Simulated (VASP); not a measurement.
Band structure of In (space group I4/mmm). All values below come from PBE GGA, VASP's PBE PAW potentials (set 64) (plane waves; VASP).

Unless said otherwise, spin-orbit coupling is left out, though it shifts the bands of the heavy elements here.

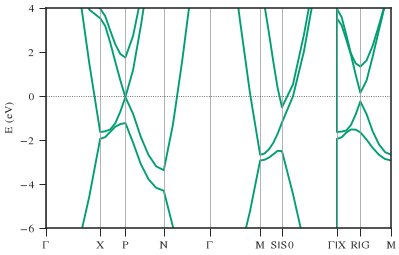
Figure. Bands along high-symmetry lines, zero at the valence-band maximum or, without a gap, the Fermi level

**Question.** Read the plot: is there a gap, and where are the band edges?

**Answer.** It has no gap at this level: it comes out as a metal or semimetal.

The structure is a typed In crystal. The cell was not relaxed at this level.
